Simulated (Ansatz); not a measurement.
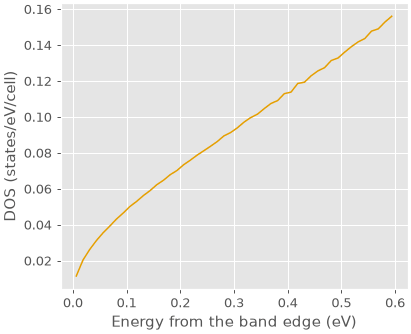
Fig. 1. Density of states of BeS (F-43m) above the conduction band minimum, PBEsol, rigid bands in Ansatz (a first-principles code); cell volume 28.3 Å³.

### Question
What effective density of states at 300 K does this give (∫ g(E) exp(−E/k_BT) dE, both spins, divided by the cell's size)?

### Answer
2.0e19 cm⁻³, a density-of-states mass of 0.85 mₑ, valleys and band degeneracy included.

Spin-orbit coupling is left out. Geometry: cell and atoms relaxed with PBEsol.
